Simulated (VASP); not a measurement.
Band structure of Mo (bcc). Calculation: revPBE GGA, VASP's PBE PAW potentials (set 64) (plane waves; VASP).

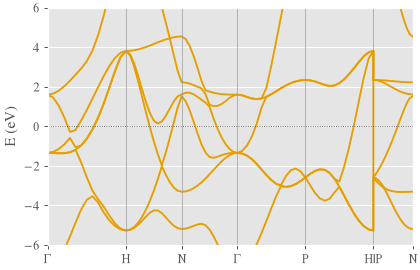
Figure: Bands along high-symmetry lines, zero at the valence-band maximum or, without a gap, the Fermi level

Task: Read the plot: is there a gap, and where are the band edges?

Result: It has no gap at this level: it comes out as a metal or semimetal. (Edges off the drawn lines would not show.)

The compound is Mo in the bcc structure. It was relaxed first.
